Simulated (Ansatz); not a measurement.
**Geometry relaxation, with input and output: ZrN$_{3}$H$_{6}$Cl (part 1 of 2)**

ZrN$_{3}$H$_{6}$Cl, computed with RKS PBE-D4/def2-SVP (Ansatz 0.2.0).

The input holds or restrains some coordinates. It belongs to a series of runs on one base structure; here: pulled along the bonds that form and break, towards end A. Figures and captions count atoms from 1; the log counts them from 0 in places.

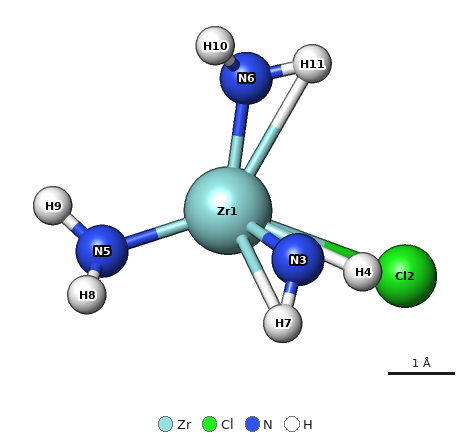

*The input geometry (ball-and-stick view, seen on its broad side; atoms are numbered from 1 in the order of the input). Sticks mark near contacts.*

Bond lengths as drawn: Cl–Zr 3.06 Å, H–N 1.02 to 1.04 Å, H–Zr 2.33 to 2.60 Å and N–Zr 1.98 to 2.04 Å.

### Results in brief

| quantity | value |
| --- | --- |
| outcome | converged under the restraints of the input |
| total energy | −18358.4022 eV |
| mean-field energy | −18358.1551 eV |
| largest force (length of the vector) at the end, held atoms and coordinates included | 2.053 eV/Å |
| hardware | 2 threads of Intel Xeon (Granite Rapids), 16 GiB of memory available, shared host |
| wall time | 24 s (CPU time 46 s) |
| peak memory | 0.19 GiB |

### The input
```yaml
crystal:
  periodic: [false, false, false]
  atoms:
    - { symbol: Zr, position_ang: [0.0053, -0.5104, 0.0439] }
    - { symbol: Cl, position_ang: [0.138, -1.254, -2.9167] }
    - { symbol: "N", position_ang: [0.6664, 1.0218, -1.0145] }
    - { symbol: H, position_ang: [0.4706, 0.2722, -2.1014] }
    - { symbol: "N", position_ang: [1.1049, -0.6579, 1.735] }
    - { symbol: "N", position_ang: [-1.9695, -0.0989, 0.3309] }
    - { symbol: H, position_ang: [1.6951, 1.1619, -1.0204] }
    - { symbol: H, position_ang: [1.9038, -0.0259, 1.8636] }
    - { symbol: H, position_ang: [0.6261, -0.7046, 2.6396] }
    - { symbol: H, position_ang: [-2.2188, 0.6415, 1.0] }
    - { symbol: H, position_ang: [-2.422, 0.1543, -0.56] }
basis:
  gaussian: { orbitals: def2-SVP }
hamiltonian:
  xc: pbe
  dispersion: d4
relax:
  f_tol: 0.15
  max_steps: 25
  restrain:
    - { distance: [3, 1], at: 2.63, k: 30.0 }
    - { distance: [0, 1], at: 2.77, k: 30.0 }
    - { distance: [3, 2], at: 1.02, k: 30.0 }
output:
  orbitals: {}
```

Run as:
```bash
ansatz run input.yaml --threads 2 --pin off --max-ram 3072MiB --backend cpu --events-out ev --progress --plain --runs-dir out
```

### The program's output
```
The last accepted step is kept in [file] (removed where the run ends without a failure and the disk answers)
Engine: ansatz 0.2.0, x86_64-unknown-linux-gnu
Functional definition: PBE
  parameter kappa = 0.804
  parameter beta = 0.06672455060314922
  exchange = pbe_x(kappa = kappa, mu = beta*pi^2/3)
  correlation = pbe_c(beta = beta)
1337 factors; their error is unknown
mean field evaluation 1: about -18329.1003 eV, gradient 1.1e2 eV
mean field evaluation 2: about -18059.4924 eV, gradient 3.0e2 eV
mean field evaluation 4: about -18350.9549 eV, gradient 4.4e1 eV
mean field evaluation 8: about -18355.9810 eV, gradient 1.4e0 eV
mean field evaluation 16: about -18355.9283 eV, gradient 4.0e-3 eV
mean field -18355.92831646 eV, -674.5679235349 hartree, gradient 4.7e-6 eV, S^2 0.000000; 0 other end points of the search recorded, 0 dependent functions left out
the calculation of the forces begins
reference -18355.92840242 eV, -674.5679266938 hartree; 28, 28 occupied and 93, 93 virtual orbitals, 1337 factors
relax step   1: F+E_penalty+E_count = -18356.18113373 eV  Δ(F+E_penalty+E_count) = +0.000e0 eV  max|allowed force component| = 2.203e0 eV/Å  E_restraint = 14.00976364 eV  max|allowed force component, restraints' pulls added| = 2.912e1 eV/Å  Δτ_max = 0.0000 Å  (34 SCF iters, accepted)
  distance H 3 - Cl 1 = 1.7620 Å
  distance Zr 0 - Cl 1 = 3.0554 Å
  distance H 3 - N 2 = 1.3348 Å
these checks for a lower state are left out or cut short: starts, cluster_reference, orbital_swaps, neighbouring_geometries, increment
1337 factors; their error is unknown
mean field -18356.54292571 eV, -674.5905100082 hartree, gradient 1.8e-5 eV, S^2 0.000000; 0 other end points of the search recorded, 0 dependent functions left out
[... from here on the field's lines of each further geometry are left out, up to the last ...]
relax step   2: F+E_penalty+E_count = -18356.79057640 eV  Δ(F+E_penalty+E_count) = -6.094e-1 eV  max|allowed force component| = 1.676e0 eV/Å  E_restraint = 5.52060166 eV  max|allowed force component, restraints' pulls added| = 1.752e1 eV/Å  Δτ_max = 0.1961 Å  (38 SCF iters, accepted)
relax step   3: F+E_penalty+E_count = -18357.09350978 eV  Δ(F+E_penalty+E_count) = -3.029e-1 eV  max|allowed force component| = 2.513e0 eV/Å  E_restraint = 1.12269285 eV  max|allowed force component, restraints' pulls added| = 5.777e0 eV/Å  Δτ_max = 0.1948 Å  (37 SCF iters, accepted)
relax step   4: F+E_penalty+E_count = -18357.62515353 eV  Δ(F+E_penalty+E_count) = -5.316e-1 eV  max|allowed force component| = 1.859e0 eV/Å  E_restraint = 0.01089727 eV  max|allowed force component, restraints' pulls added| = 1.453e0 eV/Å  Δτ_max = 0.1947 Å  (32 SCF iters, accepted)
relax step   5: F+E_penalty+E_count = -18357.94973972 eV  Δ(F+E_penalty+E_count) = -3.246e-1 eV  max|allowed force component| = 1.715e0 eV/Å  E_restraint = 0.10644998 eV  max|allowed force component, restraints' pulls added| = 1.439e0 eV/Å  Δτ_max = 0.1912 Å  (36 SCF iters, accepted)
relax step   6: F+E_penalty+E_count = -18358.10683129 eV  Δ(F+E_penalty+E_count) = -1.571e-1 eV  max|allowed force component| = 1.664e0 eV/Å  E_restraint = 0.07527163 eV  max|allowed force component, restraints' pulls added| = 4.193e-1 eV/Å  Δτ_max = 0.2000 Å  (35 SCF iters, accepted)
relax step   7: F+E_penalty+E_count = -18358.20156546 eV  Δ(F+E_penalty+E_count) = -9.473e-2 eV  max|allowed force component| = 1.613e0 eV/Å  E_restraint = 0.07194496 eV  max|allowed force component, restraints' pulls added| = 3.132e-1 eV/Å  Δτ_max = 0.2000 Å  (36 SCF iters, accepted)
relax step   8: F+E_penalty+E_count = -18358.26961668 eV  Δ(F+E_penalty+E_count) = -6.805e-2 eV  max|allowed force component| = 1.596e0 eV/Å  E_restraint = 0.07223183 eV  max|allowed force component, restraints' pulls added| = 3.510e-1 eV/Å  Δτ_max = 0.2000 Å  (37 SCF iters, accepted)
relax step   9: F+E_penalty+E_count = -18358.32540458 eV  Δ(F+E_penalty+E_count) = -5.579e-2 eV  max|allowed force component| = 1.665e0 eV/Å  E_restraint = 0.07103644 eV  max|allowed force component, restraints' pulls added| = 2.966e-1 eV/Å  Δτ_max = 0.2000 Å  (30 SCF iters, accepted)
relax step  10: F+E_penalty+E_count = -18358.36675679 eV  Δ(F+E_penalty+E_count) = -4.135e-2 eV  max|allowed force component| = 1.719e0 eV/Å  E_restraint = 0.07138473 eV  max|allowed force component, restraints' pulls added| = 1.851e-1 eV/Å  Δτ_max = 0.2000 Å  (29 SCF iters, accepted)
relax step  11: F+E_penalty+E_count = -18358.38597154 eV  Δ(F+E_penalty+E_count) = -1.921e-2 eV  max|allowed force component| = 1.537e0 eV/Å  E_restraint = 0.07377197 eV  max|allowed force component, restraints' pulls added| = 5.140e-1 eV/Å  Δτ_max = 0.2000 Å  (37 SCF iters, accepted)
relax step  12: F+E_penalty+E_count = -18358.38218661 eV  Δ(F+E_penalty+E_count) = +3.785e-3 eV  max|allowed force component| = 1.559e0 eV/Å  E_restraint = 0.07416536 eV  max|allowed force component, restraints' pulls added| = 7.484e-1 eV/Å  Δτ_max = 0.1722 Å  (30 SCF iters, rejected (line search))
relax step  13: F+E_penalty+E_count = -18358.39823754 eV  Δ(F+E_penalty+E_count) = -1.227e-2 eV  max|allowed force component| = 1.711e0 eV/Å  E_restraint = 0.07396888 eV  max|allowed force component, restraints' pulls added| = 1.515e-1 eV/Å  Δτ_max = 0.0838 Å  (31 SCF iters, accepted)
the calculation of the forces begins
reference -18358.15509870 eV, -674.6497562728 hartree; 28, 28 occupied and 93, 93 virtual orbitals, 1337 factors
relax step  14: F+E_penalty+E_count = -18358.40213490 eV  Δ(F+E_penalty+E_count) = -3.897e-3 eV  max|allowed force component| = 1.594e0 eV/Å  E_restraint = 0.07358110 eV  max|allowed force component, restraints' pulls added| = 4.202e-2 eV/Å  Δτ_max = 0.1000 Å  (31 SCF iters, accepted)
  distance H 3 - Cl 1 = 2.6436 Å
  distance Zr 0 - Cl 1 = 2.7025 Å
  distance H 3 - N 2 = 1.0329 Å
1337 factors; their error is unknown
mean field evaluation 128: about -18357.6449 eV, gradient 1.4e1 eV
```

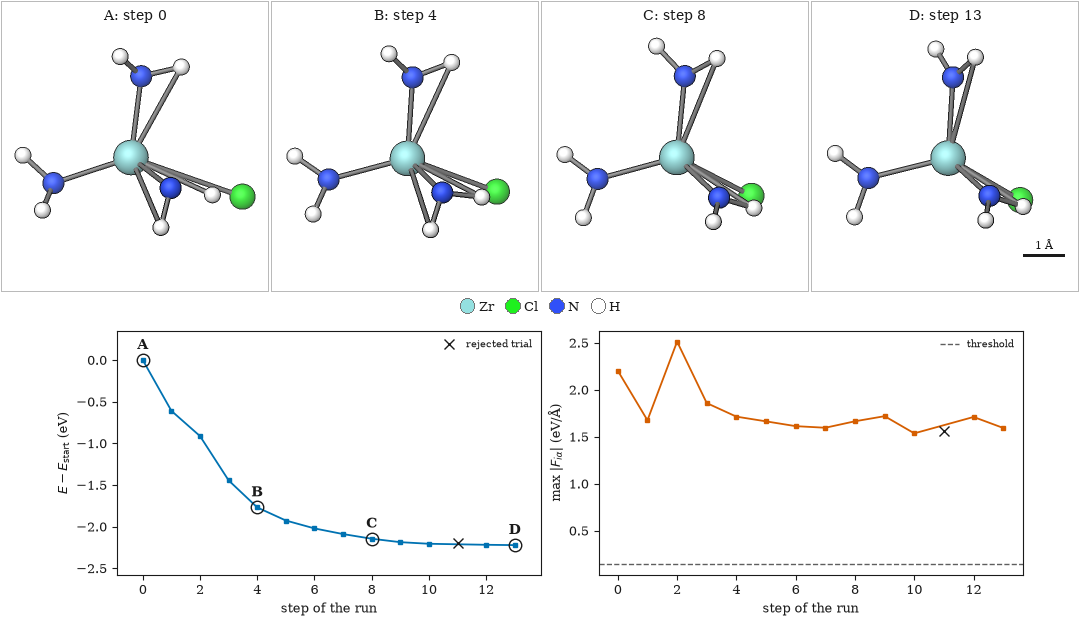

*Frames of the restrained relaxation (ball-and-stick view, seen on its broad side) above the curves, on which the letters mark them (the first geometry is step 0 here and step 1 in the log).*

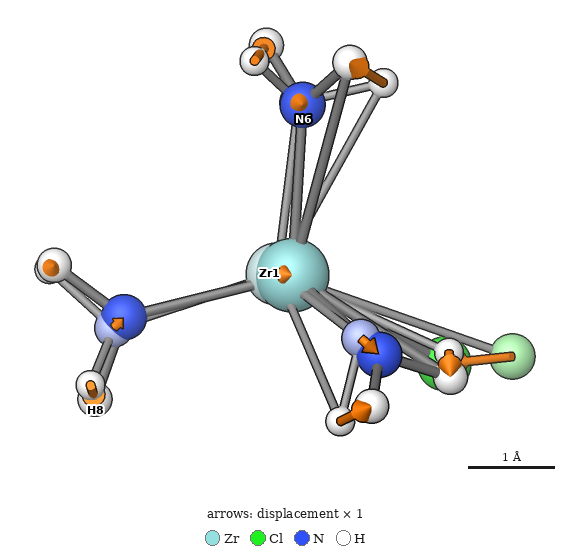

*Start (faint) and end (solid) with the displacements as orange arrows, at true length (ball-and-stick view, seen on its broad side). The two geometries are laid on each other by the best rigid fit.*

The largest move after the best rigid fit is that of H10, 1.10 Å. By element the largest moves are H 1.10 Å, Cl 1.07 Å, N 0.30 Å, Zr 0.24 Å. Among the contacts that change: Zr1–Cl2 3.055 → 2.703 Å, N3–H4 1.335 → 1.033 Å, Zr1–H7 2.605 → 2.892 Å, Zr1–H11 2.588 → 2.782 Å. New bonds form: N3–H4 (1.33 → 1.03 Å). Among the angles that change: Cl2–Zr1–H11 82.9° → 114.9°, Zr1–N3–H7 116.1° → 144.0°, Cl2–Zr1–H4 35.0° → 62.2°. After 13 geometry steps the energy has fallen by 2.221 eV. Largest force component: 2.2 eV/Å at the start, 1.6 eV/Å at the end. The line search rejected the trial step at point 11 (counted from 0) and went back. (Atoms are counted from 1 in the order of the input.)

```
mean field -18358.15500487 eV, -674.6497528245 hartree, gradient 2.4e-5 eV, S^2 0.000000; 1 other end points of the search recorded, 0 dependent functions left out
the calculation of the forces begins
reference -18358.15509870 eV, -674.6497562728 hartree; 28, 28 occupied and 93, 93 virtual orbitals, 1337 factors
Total energy: -18358.40222873 eV, -674.6588381340 hartree
Atom 0 at    -0.005500    -0.338982    -0.119736 Å, force     0.274392    -1.264806    -1.594048 eV/Å
Atom 1 at     0.351181    -2.026898    -2.199958 Å, force    -0.333842     0.856446     1.565546 eV/Å
Atom 2 at     0.812353     1.080831    -1.268460 Å, force     0.016191     0.177008     0.296554 eV/Å
Atom 3 at     0.796887     0.578716    -2.170960 Å, force     0.055388     0.229759    -0.298254 eV/Å
Atom 4 at     0.950004    -0.582497     1.660858 Å, force     0.017446    -0.015972     0.042019 eV/Å
Atom 5 at    -1.922465     0.185791     0.285112 Å, force    -0.005431     0.008140    -0.005043 eV/Å
Atom 6 at     1.512422     1.826858    -1.289633 Å, force    -0.012691     0.000925     0.006992 eV/Å
Atom 7 at     1.945429    -0.832926     1.739935 Å, force    -0.021969     0.004353    -0.002385 eV/Å
Atom 8 at     0.579181    -0.472754     2.612145 Å, force     0.010230     0.002179    -0.017009 eV/Å
Atom 9 at    -2.564257    -0.397297     0.839331 Å, force     0.001789    -0.000395    -0.009687 eV/Å
Atom 10 at    -2.455336     0.979156    -0.088633 Å, force    -0.001502     0.002363     0.015313 eV/Å
Dipole moment:    -0.065063     0.498249     0.778557 e Å
```

### Trajectory as extended XYZ (Å, eV, eV/Å), 14 frames, from step=1 to step=14
```
11
Properties=species:S:1:pos:R:3:forces:R:3 step=1 energy=-18356.18113
Zr    0.0053   -0.5104    0.0439    0.0189   0.0625  -2.2031
Cl    0.1380   -1.2540   -2.9167   -0.0861  -0.0395   1.1233
N     0.6664    1.0218   -1.0145    0.0752  -1.6117  -1.3748
H     0.4706    0.2722   -2.1014    0.2184   1.2639   1.8168
N     1.1049   -0.6579    1.7350   -0.1444   0.3640   0.1382
N    -1.9695   -0.0989    0.3309    0.1606   0.0852   0.0883
H     1.6951    1.1619   -1.0204   -0.1219   0.2750  -0.0611
H     1.9038   -0.0259    1.8636    0.2600  -0.1094   0.0373
H     0.6261   -0.7046    2.6396   -0.0091  -0.2287   0.2974
H    -2.2188    0.6415    1.0000   -0.2573  -0.1193   0.1464
H    -2.4220    0.1543   -0.5600   -0.1142   0.0579  -0.0088
11
Properties=species:S:1:pos:R:3:forces:R:3 step=2 energy=-18356.79058
Zr    0.0098   -0.5337   -0.0418   -0.4266  -1.1079  -0.5614
Cl    0.1000   -1.3884   -2.9075   -0.1014   0.0528   1.6479
N     0.6692    1.0122   -1.0316    0.7121  -0.4078  -1.6757
H     0.5059    0.4368   -2.0009    0.1356   1.1723   1.2280
N     1.0982   -0.6521    1.7284   -0.5761   0.4249  -0.6890
N    -1.9653   -0.0983    0.3291    0.5515   0.0544  -0.0875
H     1.6947    1.1651   -1.0213   -0.1580   0.3458  -0.0015
H     1.9057   -0.0283    1.8634    0.1641  -0.1689  -0.0036
H     0.6261   -0.7075    2.6403    0.0104  -0.2077   0.0650
H    -2.2206    0.6393    1.0015   -0.1443  -0.1752   0.0921
H    -2.4238    0.1549   -0.5595   -0.1672   0.0172  -0.0143
11
Properties=species:S:1:pos:R:3:forces:R:3 step=3 energy=-18357.09351
Zr    0.0030   -0.5874   -0.1214   -0.2896  -0.8134   0.0114
Cl    0.0556   -1.5311   -2.8515   -0.0891   0.2455   1.9769
N     0.6865    1.0271   -1.0423    0.7742   0.8895   1.8313
H     0.5436    0.6154   -1.9327   -0.5447  -0.4702  -2.5132
N     1.0808   -0.6414    1.7068   -0.6770   0.4339  -0.9120
N    -1.9518   -0.0969    0.3236    0.6175   0.0483  -0.2730
H     1.6981    1.1769   -1.0190    0.3589   0.4603   0.2116
H     1.9061   -0.0353    1.8593   -0.0444  -0.2986  -0.1331
H     0.6261   -0.7141    2.6340    0.0434  -0.1929  -0.2640
H    -2.2204    0.6330    1.0027    0.0041  -0.2575   0.0141
H    -2.4276    0.1538   -0.5595   -0.1536  -0.0448   0.0500
```
